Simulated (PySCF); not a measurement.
# C₄H₉FSeSi: electronic excitations

Aim: predict the electronic excitations of C₄H₉FSeSi (`FC[SiH2][C@@H]1CC[Se]1`).

Computed with PySCF 2.14.0, with density-fitted response routines of our own, on a single molecule in the gas phase. Atoms count from 0, in the outputs and in this text.

## Step 1: Starting geometry

16 atoms, charge 0, multiplicity 1; geometry from: GFN2-xTB.

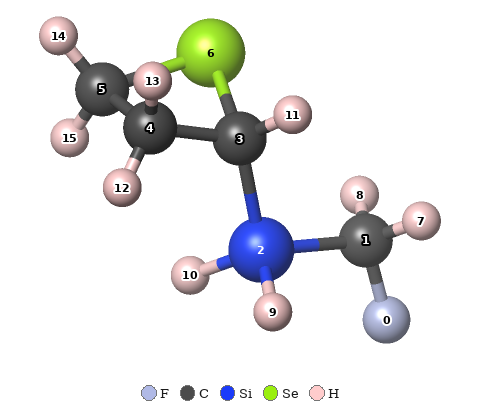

As it starts; fluorine light blue, carbon dark grey, silicon blue, selenium green, hydrogen pink, atoms numbered.

## Step 2: TDDFT and polarisability: B3LYP/def2-SVPD

Job settings and geometry (Å):

```
{"job": {"kind": "uv", "xc": "B3LYP", "basis": "def2-SVPD", "nstates": 8, "ntriplets": 3}, "charge": 0, "multiplicity": 1}
F      3.549901     0.714668    -0.644107
C      2.536186     0.689904     0.291369
Si     1.057268    -0.324820    -0.377199
C     -0.265306    -0.337583     0.991687
C     -1.633768    -0.876590     0.564191
C     -2.303234     0.445261     0.203853
Se    -1.011453     1.507111     1.268867
H      2.968959     0.263460     1.200373
H      2.271913     1.731993     0.492670
H      1.469206    -1.706680    -0.645142
H      0.534465     0.321347    -1.582582
H      0.096596    -0.750869     1.933682
H     -1.593113    -1.593429    -0.257633
H     -2.145628    -1.347197     1.404545
H     -3.334711     0.565703     0.527744
H     -2.204878     0.706666    -0.848761
```

Level: TDDFT B3LYP/def2-SVPD, vertical, gas phase, core orbitals frozen in the response.

On the command line:

```sh
$ OMP_NUM_THREADS=1 python probes_run.py task.json out
```

One launch serves the whole session: the jobs run in the order shown.

Output:

```text
coarse grid: 62016 points
cycle   1  E = -2948.1484549122  dE = -3.728e-01  |g| = 4.856e-01  |ddm| = 5.537e+00
cycle   2  E = -2948.1062056118  dE =  4.225e-02  |g| = 6.998e-01  |ddm| = 1.206e+00
cycle   3  E = -2948.1935443467  dE = -8.734e-02  |g| = 8.370e-02  |ddm| = 6.384e-01
cycle   4  E = -2948.1949697093  dE = -1.425e-03  |g| = 2.813e-02  |ddm| = 1.628e-01
cycle   5  E = -2948.1951873282  dE = -2.176e-04  |g| = 1.147e-02  |ddm| = 5.301e-02
cycle   6  E = -2948.1952115091  dE = -2.418e-05  |g| = 3.741e-03  |ddm| = 1.629e-02
cycle   7  E = -2948.1952147468  dE = -3.238e-06  |g| = 7.723e-04  |ddm| = 5.673e-03
final grid: 129784 points
cycle   8  E = -2948.1951607989  dE =  1.419e-07  |g| = 1.299e-03  |ddm| = 1.092e-02
cycle   9  E = -2948.1951596407  dE =  1.158e-06  |g| = 2.419e-03  |ddm| = 5.029e-03
cycle  10  E = -2948.1951612774  dE = -1.637e-06  |g| = 1.583e-04  |ddm| = 3.201e-03
cycle  11  E = -2948.1951612814  dE = -4.042e-09  |g| = 1.864e-05  |ddm| = 2.307e-04
cycle  12  E = -2948.1951612815  dE = -1.050e-10  |g| = 6.996e-06  |ddm| = 3.969e-05
converged SCF energy = -2948.1951612815

Static polarisability (au): isotropic 101.313, principal 85.498 104.458 113.983

Singlet excitations
state   eV       nm        f      main configurations
  1   3.5667    347.6   0.00053   H->L 0.99
  2   5.0047    247.7   0.02187   H->L+1 0.81, H->L+2 0.17
  3   5.2621    235.6   0.00794   H->L+2 0.82, H->L+1 0.17
  4   5.6779    218.4   0.04236   H->L+3 0.91
  5   5.8575    211.7   0.01257   H->L+4 0.90
  6   5.9871    207.1   0.05570   H-1->L 0.90
  7   6.1698    201.0   0.00356   H-2->L 0.56, H->L+5 0.32
  8   6.2245    199.2   0.00579   H->L+5 0.48, H-2->L 0.41

Triplet excitations (Tamm-Dancoff, eV): 3.1221 4.5697 5.0854
```

It took 1.7 min on 1 thread of Arm Neoverse N1, shared host; peak memory 0.9 GiB.

Frontier orbitals and where they lie:

```tsv
orbital	eV	atoms
HOMO−3	-8.82	Se6 26 %, C5 21 %, C3 15 %
HOMO−2	-8.25	F0 26 %, C1 25 %, Si2 16 %
HOMO−1	-8.14	Se6 45 %, C3 18 %, C4 13 %
HOMO	-6.02	Se6 70 %, C3 10 %, C5 8 %
LUMO	-1.22	Se6 55 %, C3 15 %, C5 12 %
LUMO+1	-0.10	Se6 42 %, C5 9 %, C3 8 %
LUMO+2	0.08	Se6 26 %, Si2 14 %, C3 8 %
```

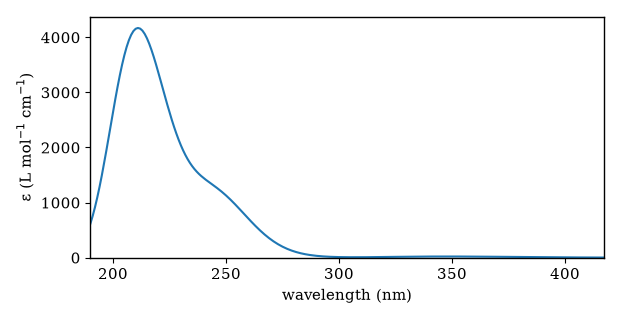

Absorption spectrum: each of the 8 states is a Gaussian band of 0.4 eV half-width at 1/e. Beyond the last state computed it falls off for lack of states.

Ground-state properties from the same run:

```tsv
property	computed
dipole moment (D)	2.63
polarisability (Å³)	15.01
HOMO–LUMO gap (eV)	4.80
−ε(HOMO) (eV)	6.02
```

## Step 3: What came out

| quantity | value |
| --- | --- |
| lowest singlet (B3LYP/def2-SVPD) | 3.57 eV (348 nm), f = 0.001 |
| brightest single state of those computed | state 6, 5.99 eV, f = 0.056 |
| lowest triplet | 3.12 eV |

What this shows: The first singlet state (HOMO→LUMO 0.99) lies at 3.57 eV and is dark; of the 8 states computed, the strongest absorption comes from state 6 at 5.99 eV. The lowest triplet lies 0.44 eV below the lowest singlet (triplets in Tamm-Dancoff, singlets in full TDDFT).
